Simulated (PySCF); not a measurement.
C₇H₈S

Input

```
{"job": {"kind": "nmr", "xc": "BHandHLYP", "basis": "pcSseg-1", "pop": false}, "charge": 0, "multiplicity": 1}
C      2.518126    -1.165798    -0.572824
S      1.222994    -0.779859    -1.799171
C      0.094358     0.043946    -0.726111
C      0.062825     1.319572    -0.337644
C     -1.102830     1.416354     0.580195
C     -1.296174     0.081393     1.277626
C     -1.059607    -0.616897    -0.045719
C     -2.154533     0.410050     0.150902
H      3.299138    -1.698376    -1.104991
H      2.906054    -0.240892    -0.156974
H      2.099706    -1.792732     0.208963
H      0.712140     2.129947    -0.601940
H     -1.373827     2.345480     1.057967
H     -1.445257    -0.231741     2.289461
H     -1.275070    -1.664027    -0.191842
H     -3.208040     0.443579    -0.027898
```

Launched as:

```sh
OMP_NUM_THREADS=1 python ens_run.py task.json out
```

Geometry: GFN2-xTB.

Level of theory: BHandHLYP/pcSseg-1, SCF density, gas phase, non-relativistic (PySCF 2.14.0).

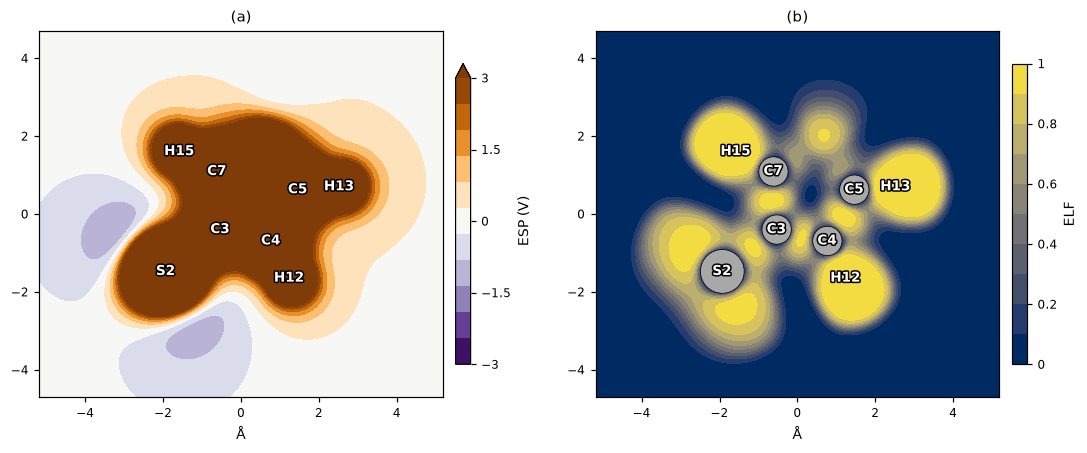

Figure 1. (a) electrostatic potential; (b) ELF on the plane of atoms C4, C3 and C7. Grey discs cover the atomic cores in the ELF map.

**What does the map show?**

Atoms in the plane: S, C and H. C–C (1.33 Å): the ELF peaks at about 0.95 between the atoms (a short, multiple covalent bond). C–S (1.76 Å): the ELF peaks at about 0.95 between the atoms, as expected for a shared electron pair. C–H (1.07 Å): the ELF climbs to about 1 towards the hydrogen, as it does in any bond to H; an ordinary covalent bond to hydrogen. C–C (1.49 Å): the ELF peaks at about 0.95 between the atoms; a shared electron pair. The ELF also peaks beside S2, away from the bonds: lone-pair regions. Outside the dense part of the molecule the potential is most negative (−1.3 V) near S2.

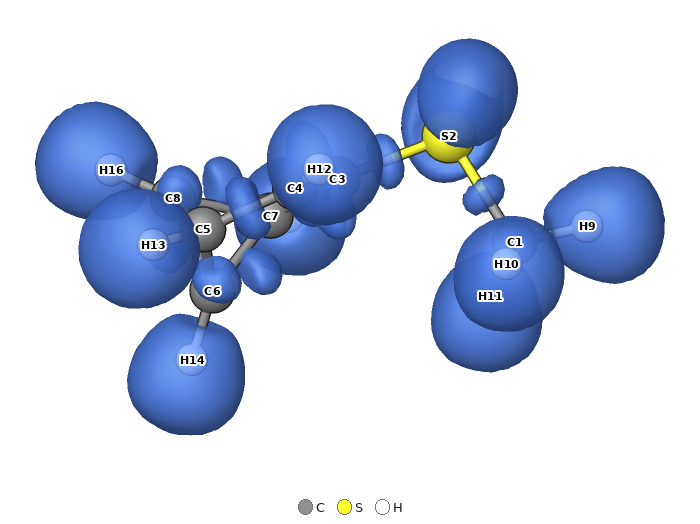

Figure 2. Isosurface of the electron localisation function at 0.85 (blue), seen from one side. Only the valence region is drawn (cores and ρ < 0.01 e/Å³ removed).

**What do the ELF domains correspond to?**

At this value the surface marks out eight regions between bonded C–C atoms (shared pairs), two regions between bonded C–S atoms (shared pairs), eight regions around hydrogen nuclei and one region wrapped around S (its lone pairs, merged into a ring or cap).

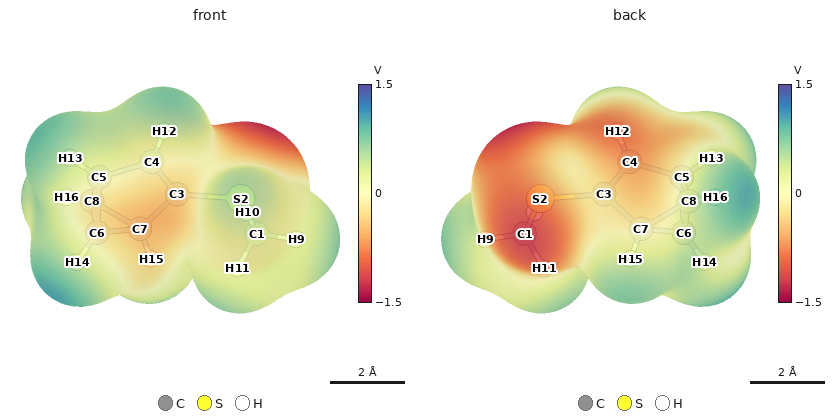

Figure 3. The molecular electrostatic potential painted on the density surface at 0.002 e/bohr³, seen from the front and from behind; red is negative and blue positive.

**Describe the electrostatic potential map.**

The most negative region (about −1.2 V) lies over S2, the most positive (about +1.0 V) over H14 and H16.

**What dipole moment does the calculation give?**

Its dipole moment is 2.37 D.
